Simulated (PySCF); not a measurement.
CHCl$_{3}$, SMILES `ClC(Cl)Cl`.

Level of theory: PBE/def2-TZVP (PySCF), at a geometry from GFN2-xTB. No frequency check shows the geometry to be a minimum. GFN2-xTB bond lengths at metals and heavier atoms can be off by up to 0.1 Å and shapes distorted, which carries into these values.

Cartesian coordinates (Å):

```
Cl1      1.6183   -0.4339    0.0874
C2       0.0001   -0.0001   -0.4811
Cl3     -1.1850   -1.1845    0.0874
Cl4     -0.4334    1.6184    0.0874
H5      -0.0000   -0.0000   -1.5724
```

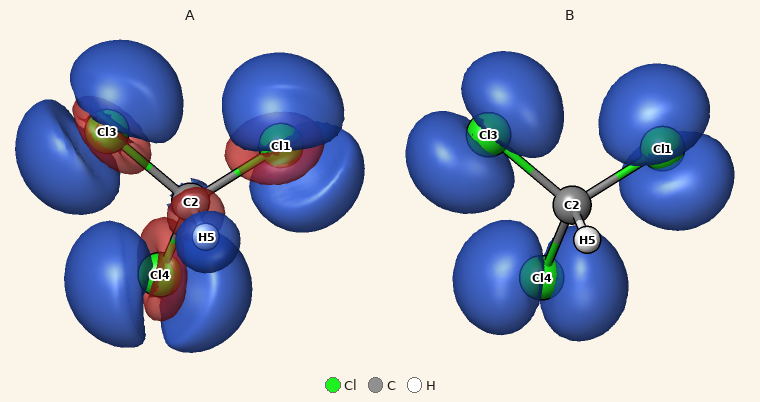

The Fukui function f⁻ from two separate SCF calculations and the density of the HOMO, at ±0.015 e/Å³ (blue positive, red negative).

> Which panel is which, and how good is the frozen-orbital picture?

A is f⁻ (it has negative regions), B the HOMO density. The HOMO lies on Cl1, Cl3 and Cl4 (32 % each); f⁻ (Hirshfeld-condensed) is largest on Cl1, Cl3 and Cl4 (0.31 each); the vertical ionisation energy is 10.54 eV (the stability of the cation's solution wasn't checked). Relaxation shifts 4 % of the electron between atoms. The orbital energy is −7.39 eV.

Cost of the run: 14 s on 1 thread of AMD EPYC 9R45 96-Core Processor (Zen 5), on a shared host, peak memory 0.53 GiB.
